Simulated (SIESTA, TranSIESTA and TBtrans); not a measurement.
System: Pd chain with one bond stretched by 2.0 Å. Leads: straight Pd chain, spacing 2.5 Å. Geometry: as built, not relaxed. Transport runs along z; the first 6 and the last 6 of the 18 atoms are the lead cells, repeated to infinity.

```xyz
18
Lattice="9.000 0.000 0.000 0.000 9.000 0.000 0.000 0.000 47.000" Properties=species:S:1:pos:R:3 pbc="F F T"
Pd     4.500     4.500     0.000
Pd     4.500     4.500     2.500
Pd     4.500     4.500     5.000
Pd     4.500     4.500     7.500
Pd     4.500     4.500    10.000
Pd     4.500     4.500    12.500
Pd     4.500     4.500    15.000
Pd     4.500     4.500    17.500
Pd     4.500     4.500    20.000
Pd     4.500     4.500    24.500
Pd     4.500     4.500    27.000
Pd     4.500     4.500    29.500
Pd     4.500     4.500    32.000
Pd     4.500     4.500    34.500
Pd     4.500     4.500    37.000
Pd     4.500     4.500    39.500
Pd     4.500     4.500    42.000
Pd     4.500     4.500    44.500
```
Starting moments (μB): atom 7 +0.7, atom 8 +0.7, atom 9 +0.7, atom 10 +0.7, atom 11 +0.7, atom 12 +0.7; lead atoms +0.7 (left) and +0.7 (right).

Method: TranSIESTA and TBtrans, PBE, DZP numerical orbitals (energy shift 0.15 eV), PseudoDojo norm-conserving scalar-relativistic potentials, mesh cutoff 200 Ry, 300 K, spin-polarised (collinear), no spin-orbit coupling; self-consistent non-equilibrium Green functions.

Energies count from the leads' Fermi level. Transmissions are for each spin. The energy step is 0.01 eV; narrower resonances are cut or missed.

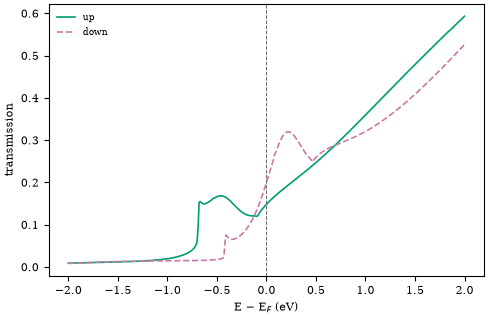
Figure. Transmission against energy

```csv
E (eV),T up,T down,lead channels up,down
-2.00,0.0089,0.0083,3,3
-1.80,0.0100,0.010,3,3
-1.60,0.011,0.012,3,3
-1.40,0.013,0.013,3,3
-1.20,0.015,0.014,3,3
-1.00,0.020,0.015,band edge,3
-0.80,0.032,0.015,band edge,3
-0.60,0.15,0.016,band edge,band edge
-0.40,0.16,0.073,4,band edge
-0.20,0.12,0.090,4,band edge
0.00,0.15,0.20,1,4
0.20,0.19,0.32,1,4
0.40,0.23,0.27,1,4
0.60,0.27,0.28,1,1
0.80,0.31,0.30,1,1
1.00,0.36,0.32,1,1
1.20,0.41,0.35,1,1
1.40,0.46,0.39,1,1
1.60,0.50,0.43,1,1
1.80,0.55,0.48,1,1
2.00,0.59,0.53,1,1
```

The magnetic order of the leads was set by the start, and no other order was tried; the separate lead runs end at 0.76 (left) and 0.76 (right) μB an atom. The straight chain is held at its spacing; free chains may zigzag or dimerise.
